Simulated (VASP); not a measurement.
Band structure of WSe₂ (relaxed from the layer:2H-MoS2 structure). Level of theory: r2SCAN meta-GGA, VASP's PBE PAW potentials (set 64) (plane waves; VASP).

The cell holds a wide vacuum, so values per volume refer to the whole cell. Unless said otherwise, spin-orbit coupling is left out, though it shifts the bands of the heavy elements here.

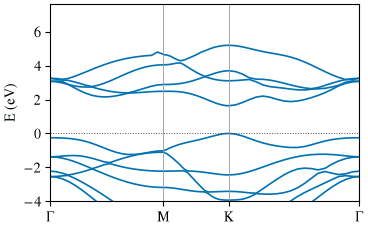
Figure. Bands along high-symmetry lines, zero at the valence-band maximum or, without a gap, the Fermi level

Task: Read the plot: is there a gap, and where are the band edges?

Result: The gap is direct, 1.63 eV, from the valence maximum at K to the conduction minimum at K.

The cell is a sheet with vacuum, built from a generated structure.
